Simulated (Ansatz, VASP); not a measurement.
# SrTiO3: VASP beside Ansatz

One calculation is typed for both programs; each brings its own data sets and cutoff. How far apart do they land?

Main program and level: Ansatz 0.2.0; plane waves, with VASP 6.6.1 beside it; dielectric response at PBEsol.

## (1) The starting structure

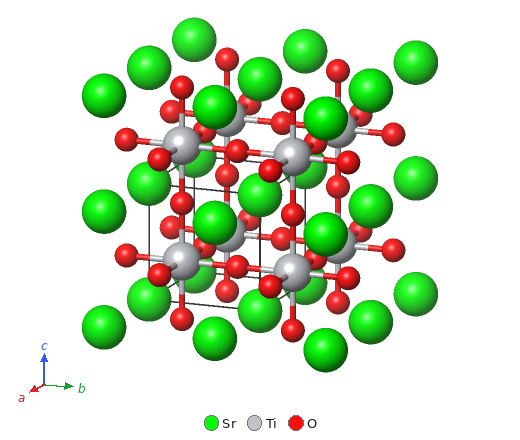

The starting structure, seen slightly off an axis (strontium green, titanium light grey, oxygen red). 2×2×2 cells are drawn. Some periodic images of atoms are drawn too.

## (2) Ansatz: dielectric response, PBEsol

Ansatz runs on its default PAW (the set named soft_2) files.

The response to a field tests empty states and converges slowly with the mesh.

Input file input.yaml:

```yaml
crystal:
  lattice:
    - [3.905, 0.0, 0.0]
    - [0.0, 3.905, 0.0]
    - [0.0, 0.0, 3.905]
  atoms:
    - { symbol: Sr, position: [0.0, 0.0, 0.0] }
    - { symbol: Ti, position: [0.5, 0.5, 0.5] }
    - { symbol: O, position: [0.0, 0.5, 0.5] }
    - { symbol: O, position: [0.5, 0.0, 0.5] }
    - { symbol: O, position: [0.5, 0.5, 0.0] }
hamiltonian:
  xc: pbesol
  pseudopotentials: { kind: paw }
kpoints:
  mp_grid: { grid: [9, 9, 9] }
scf:
  occupations: { method: fixed }
dielectric:
  method: response
```

The run is started by

```bash
ansatz run input.yaml --threads 2 --pin off --max-ram 4608MiB --backend cpu --events-out ev --progress --plain --runs-dir out
```

Numbers of over 12 decimals in the logs are rounded to 6 here.

What it wrote:

```text
Engine: ansatz 0.2.0, aarch64-unknown-linux-gnu
Pseudopotentials: kind: paw
Pseudopotential: Sr, paw, valence charge 10, recommended cutoff 420 eV (normal), Sr.paw.azcp
Pseudopotential: Ti, paw, valence charge 12, recommended cutoff 420 eV (normal), Ti.paw.azcp
Pseudopotential: O, paw, valence charge 6, recommended cutoff 420 eV (normal), O.paw.azcp
Functional definition: PBEsol
  exchange = pbesol_x
  correlation = pbesol_c
Crystal: 5 atoms, lattice volume = 59.547 Å³
Basis set: ecut = 420 eV, 1189 PW (Γ), exchange–correlation on 54×54×54 points (8 copies of the dense FFT grid, shifted against one another)
Bands: 25, of which v1, the nominal top of the filled ones, is band 20 counted from 1 (19 counted from 0)
Symmetry: 48 space group operations
k-points: 75 of 729 (irreducible under 8 space group operations, time reversal used)
Non-local potential: Sr, projectors of the file, l = 0: 3, l = 1: 2, l = 2: 2
Non-local potential: Ti, projectors of the file, l = 0: 3, l = 1: 2, l = 2: 3, l = 3: 1
Non-local potential: O, projectors of the file, l = 0: 2, l = 1: 2, l = 2: 1
PAW form: soft (Blöchl's): semilocal exchange-correlation on the pseudo side does not see the compensation charge
PAW frozen core: Sr, regenerated for the run's functional, and the local potential with it (the file was generated under x = pbe(κ = 0.804, μ = 0.219515), c = pbe(β = 0.066725))
PAW frozen core: Ti, regenerated for the run's functional, and the local potential with it (the file was generated under x = pbe(κ = 0.804, μ = 0.219515), c = pbe(β = 0.066725))
PAW frozen core: O, regenerated for the run's functional, and the local potential with it (the file was generated under x = pbe(κ = 0.804, μ = 0.219515), c = pbe(β = 0.066725))
PAW one-centre angular grid: Sr, 110 points (default); XC on 64 Gauss nodes
PAW one-centre angular grid: Ti, 590 points (default); XC on 64 Gauss nodes
PAW one-centre angular grid: O, 110 points (default); XC on 64 Gauss nodes
Initial density: superposition of atomic densities (neutral atoms: chi_scale 0, normalization atom), corrected by the library's trained network
Initial wavefunctions: pseudopotential atomic-orbital guess
Functional: x = pbesol(κ = 0.804, μ = 0.123457), c = pbesol(β = 0.046)
SCF iter   1: F=—  HF=-7657.270217 eV  |F-HF|=—  |Δ(HF+E_count)|=         —  Δρ=1.70e-2  dr2=1.46e-1  ethr=1.77e-3  ⟨swp⟩=4.7  Hψ=8046  notcnv=0  defer=151
preconditioner: auto → Resta (q_TF=auto, 2.553 Å⁻¹)  ε∞=5.7  [insulator: Δε(μ)=1.674 eV  Ē_g=12.182 eV  n_scr=18 (ndim 8)  ℏωp=26.4 eV  f_vac=0.000  ε∞_Penn≈5.7]
SCF iter   2: F=—  HF=-7657.245356 eV  |F-HF|=—  |Δ(HF+E_count)|=   2.49e-2  Δρ=7.49e-3  dr2=3.13e-2  ethr=3.66e-4  ⟨swp⟩=2.1  Hψ=3349  notcnv=0  defer=177
SCF iter   3: F=—  HF=-7657.239538 eV  |F-HF|=—  |Δ(HF+E_count)|=   5.82e-3  Δρ=1.90e-3  dr2=1.99e-3  ethr=7.82e-5  ⟨swp⟩=2.0  Hψ=2679  notcnv=0  defer=172
SCF iter   4: F=—  HF=-7657.239176 eV  |F-HF|=—  |Δ(HF+E_count)|=   3.62e-4  Δρ=6.01e-4  dr2=1.29e-4  ethr=4.98e-6  ⟨swp⟩=2.1  Hψ=3130  notcnv=0  defer=205
SCF iter   5: F=—  HF=-7657.239201 eV  |F-HF|=—  |Δ(HF+E_count)|=   2.50e-5  Δρ=9.10e-5  dr2=6.61e-6  ethr=3.23e-7  ⟨swp⟩=2.0  Hψ=2990  notcnv=0  defer=104
SCF iter   6: F=—  HF=-7657.239204 eV  |F-HF|=—  |Δ(HF+E_count)|=   2.94e-6  Δρ=2.89e-5  dr2=5.90e-7  ethr=1.65e-8  ⟨swp⟩=2.2  Hψ=2597  notcnv=0  defer=81
SCF iter   7: F=—  HF=-7657.239203 eV  |F-HF|=—  |Δ(HF+E_count)|=   6.98e-7  Δρ=4.47e-6  dr2=1.14e-8  ethr=1.47e-9  ⟨swp⟩=2.4  Hψ=3046  notcnv=0  defer=79
SCF iter   8: F=—  HF=-7657.239203 eV  |F-HF|=—  |Δ(HF+E_count)|=   5.64e-9  Δρ=9.33e-7  dr2=3.81e-10  ethr=2.84e-11  ⟨swp⟩=2.7  Hψ=3309  notcnv=0  defer=79
SCF iter   9: F=-7657.239203 eV  HF=-7657.239203 eV  |F-HF|=1.09e-11  |Δ(HF+E_count)|=  8.64e-11  Δρ=1.90e-7  dr2=1.86e-11  ethr=1.00e-12  ⟨swp⟩=10.1  Hψ=7531  notcnv=0
SCF 1 converged in 9 iterations: F = -7657.239203 eV  dr2 = 1.86e-11
  greatest PAW one-centre occupation: 0.999 electrons in one spin orbital (limit 2), on the Ti atom at site 1 (counted from 0), in its partial waves of l = 0
NSCF: frozen V_eff on 5 k-points
DFPT response loops at Γ: preconditioner auto → none (the input reference at scf.mixing.eps_inf says where Resta's filter doesn't serve); β = 0.50; Broyden in place of MSR1
── the response to a field inside a basis, on 10×10×10 k-points: an SCF that follows is theirs, and a resumed run solves both again ──
Bands: 21, of which v1, the nominal top of the filled ones, is band 20 counted from 1 (19 counted from 0)
k-points: 35 of 1000
Initial density: handed on by an earlier stage of this run
Initial wavefunctions: pseudopotential atomic-orbital guess (no wavefunctions were taken with the density)
Eigensolver: Dense (35 Hₖ)
SCF iter   1: F=—  HF=-7657.231442 eV  |F-HF|=—  |Δ(HF+E_count)|=         —  Δρ=4.31e-4  dr2=2.29e-5  ethr=1.00e-1
preconditioner: auto → Resta (q_TF=auto, 2.553 Å⁻¹)  ε∞=7.0  [insulator: Δε(μ)=1.972 eV  Ē_g=10.752 eV  n_scr=18 (ndim 8)  ℏωp=26.4 eV  f_vac=0.000  ε∞_Penn≈7.0]
SCF iter   2: F=—  HF=-7657.231439 eV  |F-HF|=—  |Δ(HF+E_count)|=   2.69e-6  Δρ=1.92e-4  dr2=9.90e-6  ethr=5.73e-8
SCF iter   3: F=—  HF=-7657.231439 eV  |F-HF|=—  |Δ(HF+E_count)|=   2.17e-7  Δρ=1.02e-4  dr2=1.74e-6  ethr=2.47e-8
SCF iter   4: F=—  HF=-7657.231439 eV  |F-HF|=—  |Δ(HF+E_count)|=   5.20e-8  Δρ=1.60e-5  dr2=1.02e-7  ethr=4.36e-9
SCF iter   5: F=-7657.231439 eV  HF=-7657.231439 eV  |F-HF|=4.15e-9  |Δ(HF+E_count)|=   7.15e-9  Δρ=3.13e-6  dr2=8.51e-9  ethr=2.54e-10
SCF 1 converged in 5 iterations: F = -7657.231439 eV  dr2 = 8.51e-9
DFPT response loops at Γ: mixed as the last ones told, above
SCF converged after 9 iterations
Free energy (F): -7657.239203 eV
Harris-Foulkes:  -7657.239203 eV  (|F-HF|=1.09e-11)
Internal energy: -7657.239203 eV  (E = F + TS)
E sigma→0 (E₀):  -7657.239203 eV
Fermi energy:    9.812515 eV
--- Per-component energies (eV) ---
  E_band       = -208.161296
  E_kinetic    = 1044.933226
  E_local      = -2380.559318  (includes V_loc(G=0)·N_el)
  E_nonlocal   = 351.401375
  E_hartree    = 829.619526
  E_xc         = -490.686005
  E_vxc        = -568.567732  (∫ρ·V_xc dr)
  E_paw        = -4121.032898  (= ΣΔE_a)
  E_vpaw       = -314.615614  (= ΣTr[D̂ρ^β])
  E_aug_tail   = 0.007536  (compensation charges beyond the density's cutoff)
  E_ewald      = -2891.302241
  E_core_change = 0.379595  (= ΣΔE_core)
  E_smearing   = -0.000000  (= −TS)
  E_closure    = -0.000000  (closes the sum)
  Σ components = -7657.239203   (vs F -7657.239203, Δ=0.00e0)
--- Band table (eV; the first three rows and the last of 75) ---
  k-point 0: bands = [... 16 lower, 8.6632, 9.5049, 9.5049, 9.5049, 11.6861, 11.6861, 11.6861, 14.2323, ... 1 higher]
  k-point 1: bands = [... 16 lower, 8.5498, 9.1127, 9.4212, 9.4212, 11.7055, 11.9783, 11.9783, 14.2360, ... 1 higher]
  k-point 2: bands = [... 16 lower, 8.2861, 8.3473, 9.2886, 9.2886, 11.7555, 12.6057, 12.6057, 14.2419, ... 1 higher]
  k-point 74: bands = [... 16 lower, 6.1151, 9.7564, 9.7564, 9.8125, 14.2743, 14.2853, 14.2853, 16.8903, ... 1 higher]
--- Dielectric response (ions clamped): 3 representative field directions + reference, inside a basis on a mesh of 1000 k-points (Σ response iterations 15) ---
  ε∞ (high-frequency dielectric tensor):
        6.326598    -0.000000     0.000000
       -0.000000     6.326598     0.000000
        0.000000     0.000000     6.326598
  Born effective charges Z* (e; rows j = field, columns β = displacement):
    site 0:
         2.55271    0.00000    0.00000
        -0.00000    2.55271    0.00000
        -0.00000   -0.00000    2.55271
    site 1:
         7.31289    0.00000   -0.00000
        -0.00000    7.31289    0.00000
         0.00000   -0.00000    7.31289
    site 2:
        -5.79918   -0.00000   -0.00000
        -0.00000   -2.03321    0.00000
        -0.00000   -0.00000   -2.03321
    site 3:
        -2.03321   -0.00000    0.00000
         0.00000   -5.79918   -0.00000
         0.00000    0.00000   -2.03321
    site 4:
        -2.03321    0.00000    0.00000
        -0.00000   -2.03321    0.00000
         0.00000    0.00000   -5.79918
  Z* charge neutrality: 3.393e-3 e pre-enforcement
  solved inside a basis spanned on kpoints, on 10×10×10 k-points, its susceptibility summed on 14×14×14: ε∞ is read to err by 1.9e-2, Z* by 2.4e-2 e (field_mesh: kpoints solves on kpoints); Z* is corrected for what the basis lacks
```

Elapsed: 91 s, on 2 threads of Arm Neoverse N1, shared host; peak memory 0.68 GiB; 2.3 min of CPU time.

(Part 1 of 2 ends here.)

[Lines on the potential files, build, host, timing and source positions are cut from VASP's logs without a mark.]

[Logs are printed without paths, hosts, clocks, repeated set-up lines and the standing remarks that a program may print on its own settings, such as how far it seeks lower states.]

[Hosts, paths, dates, database ids (printed as entryN), source tags and the programs' standing remarks are cut or masked in the printed files.]
